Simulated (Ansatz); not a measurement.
Frozen-phonon scan for Ge (diamond)

Relaxed Ge (diamond):

```xyz
2
Lattice="0.0000 2.8808 2.8808 2.8808 0.0000 2.8808 2.8808 2.8808 0.0000" Properties=species:S:1:pos:R:3 pbc="T T T"
Ge     2.8808     2.8808     2.8808
Ge     4.3213     4.3213     4.3213
```

The atoms are displaced by Q × the pattern below (from a DFPT mode at Γ, largest move 1; Q in Å), at fixed cell. It is one choice among 3 degenerate patterns.

```tsv
atom	x	y	z
Ge1	0.000	0.000	1.000
Ge2	0.000	0.000	-1.000
```

The numbers are results of PBE (plane waves to 420 eV, PAW, scalar-relativistic; Ansatz, an electronic-structure program), not measurements. k mesh 14×14×14 (Γ-centred), Fermi-Dirac smearing 0.05 eV. Energies are smeared free energies. With partly filled bands, energies and forces of such displacements shift with the k mesh and the smearing. Ge was relaxed with its symmetry unable to fall. ΔE is measured from the undisplaced structure.

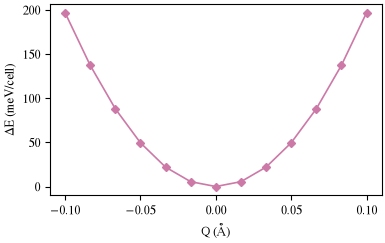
ΔE (meV/cell) against Q (Å); computed points joined by lines.

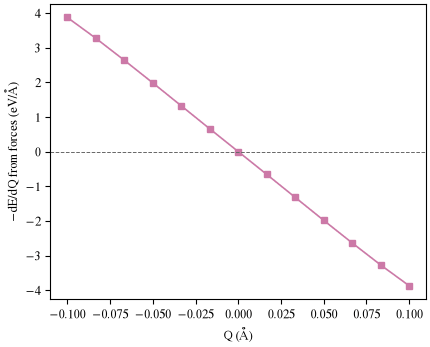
Fig. 1. −dE/dQ from forces (eV/Å) against Q (Å); computed points joined by lines.

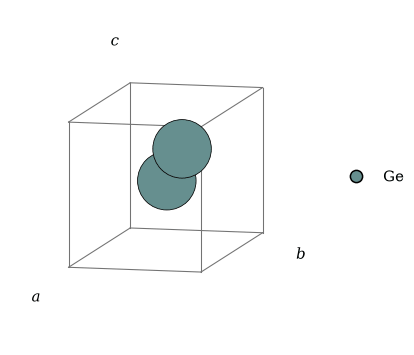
Fig. 1. The cell of the calculation at Q = 0.100 Å.

The energy at Q = 0.100 Å comes out as 197 meV/cell. Wavenumber by perturbation theory (DFPT, on another k mesh): 272 cm⁻¹. Space group of the distorted cell: Imma (No. 74), lowered from Fd-3m. Harmonic wavenumber from the curvature (finite differences): 272 cm⁻¹. Shape of the curve: a single well with its minimum at or next to zero displacement.

E″ = 39.45 eV/Å², M = Σ mᵢ|uᵢ|² = 145.3 u, ν̃ = 521.5·√(|E″|/M).

(For displaced atoms, the force is minus the slope of the energy, and its curvature is a force constant, which sets phonon frequencies.)
